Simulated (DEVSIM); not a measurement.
Structure: abrupt Si n-p junction, at 300 K.

| layer (left to right) | material | thickness (μm) | Nd (cm⁻³) | Na (cm⁻³) | τn (s) | τp (s) |
|---|---|---|---|---|---|---|
| 1 | Si | 5.00 | 9.6e18 | - | 0.00042 | 0.00042 |
| 2 | Si | 81.0 | - | 3.3e17 | 4.2e-5 | 0.00042 |

Left contact: ohmic. Right contact: ohmic. Voltage is applied to the left contact. Recombination: SRH at mid-gap, radiative, Auger. Mobility is μmin + (μ − μmin)/(1 + (N/Nref)^α).

This is a model device: material constants are rounded textbook-type values typed into the input, and sizes, dopings and lifetimes were drawn at random. Values at 300 K.

```tsv
parameter	Si
gap (eV)	1.124
affinity (eV)	4.05
permittivity	11.7
Nc (cm⁻³)	2.86e19
Nv (cm⁻³)	3.1e19
μn (cm²/Vs)	1417
μp (cm²/Vs)	470
μn,min	52
μp,min	45
Nref,n	9.7e16
Nref,p	2.2e17
αn	0.68
αp	0.72
B (cm³/s)	4.7e-15
Cn (cm⁶/s)	2.8e-31
Cp (cm⁶/s)	9.9e-32
```

DEVSIM, 1D drift-diffusion, Boltzmann statistics, complete ionisation; no tunnelling, impact ionisation, image-force lowering or self-heating.

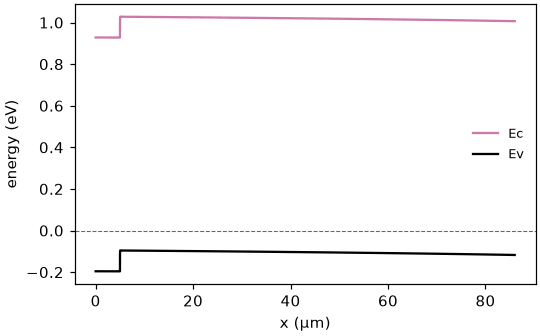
Band edges at -0.9 V on the left contact

Energies count from the Fermi level of the right contact; mesh points crowd at the junctions.

| x (μm) | Ec (eV) | Ev (eV) | n (cm⁻³) | p (cm⁻³) | field (V/cm) |
|---|---|---|---|---|---|
| 0.000 | 0.928 | -0.196 | 9.6e18 | < 1e2 | ≈ 0 |
| 0.04510 | 0.928 | -0.196 | 9.6e18 | 5.9e13 | ≈ 0 |
| 0.1741 | 0.928 | -0.196 | 9.6e18 | 2.3e14 | ≈ 0 |
| 0.5431 | 0.928 | -0.196 | 9.6e18 | 7.1e14 | ≈ 0 |
| 2.218 | 0.928 | -0.196 | 9.6e18 | 3.2e15 | ≈ 0 |
| 4.028 | 0.928 | -0.196 | 9.6e18 | 7.5e15 | ≈ 0 |
| 4.676 | 0.928 | -0.196 | 9.6e18 | 9.7e15 | ≈ 0 |
| 4.940 | 0.928 | -0.196 | 9.6e18 | 1.1e16 | ≈ 0 |
| 4.995 | 0.929 | -0.195 | 9.3e18 | 1.1e16 | 6600 |
| 5.030 | 1.028 | -0.096 | 2.0e17 | 5.3e17 | 270 |
| 5.133 | 1.028 | -0.096 | 2.0e17 | 5.3e17 | ≈ 0 |
| 5.630 | 1.028 | -0.096 | 2.0e17 | 5.3e17 | ≈ 0 |
| 6.865 | 1.028 | -0.096 | 2.0e17 | 5.3e17 | ≈ 0 |
| 10.43 | 1.027 | -0.097 | 1.9e17 | 5.2e17 | ≈ 0 |
| 26.82 | 1.024 | -0.100 | 1.5e17 | 4.8e17 | ≈ 0 |
| 59.08 | 1.016 | -0.108 | 7.6e16 | 4.1e17 | ≈ 0 |
| 76.69 | 1.010 | -0.114 | 2.9e16 | 3.6e17 | ≈ 0 |
| 82.79 | 1.008 | -0.116 | 1.0e16 | 3.4e17 | ≈ 0 |
| 85.25 | 1.007 | -0.117 | 2.5e15 | 3.3e17 | ≈ 0 |
| 85.76 | 1.007 | -0.117 | 8.1e14 | 3.3e17 | ≈ 0 |
| 85.93 | 1.007 | -0.117 | 2.4e14 | 3.3e17 | ≈ 0 |
| 86.00 | 1.007 | -0.117 | 350 | 3.3e17 | ≈ 0 |
